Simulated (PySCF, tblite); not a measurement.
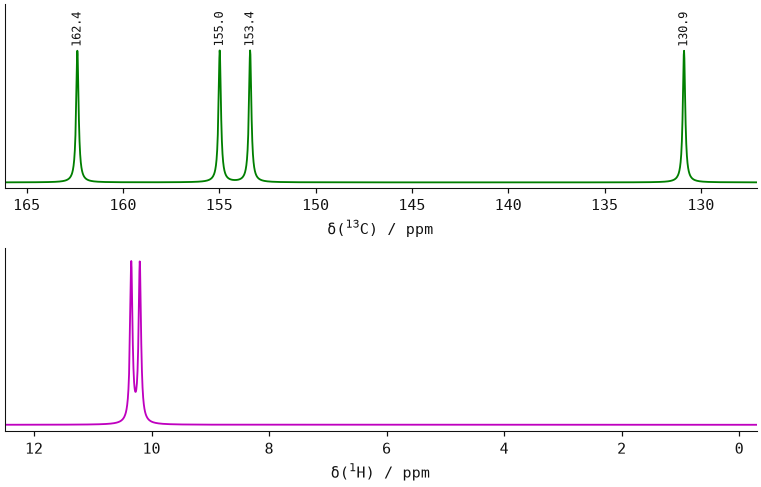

GIAO shifts, PBE0/pcSseg-1 with PySCF, at a GFN2-xTB geometry (a minimum by its frequencies), against TMS for ¹³C and TMS for ¹H computed at the same level. Gas phase, fully decoupled, line heights follow the number of nuclei, widths are arbitrary (no quadrupolar broadening); values of one conformer, averaged over methyl-type rotors and exact or near symmetry.

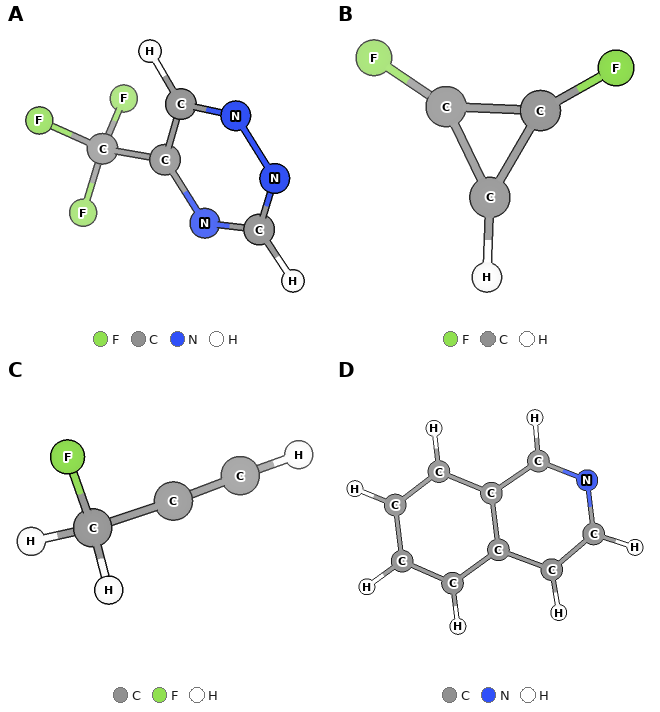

Question: Which molecule was computed? The candidates are drawn in the second picture. Charge and spin: A neutral singlet; B +1 singlet; C neutral singlet; D neutral singlet.

Answer: Structure A, C₄H₂F₃N₃, SMILES FC(F)(F)c1cnncn1. Its ¹³C signals: 162.4 (1 C), 155.0 (1 C), 153.4 (1 C), 130.9 (1 C) ppm. Its ¹H signals: 10.34 (1 H), 10.20 (1 H) ppm.

Caveats: the tight-binding geometry is rougher than a DFT one and adds to the error.
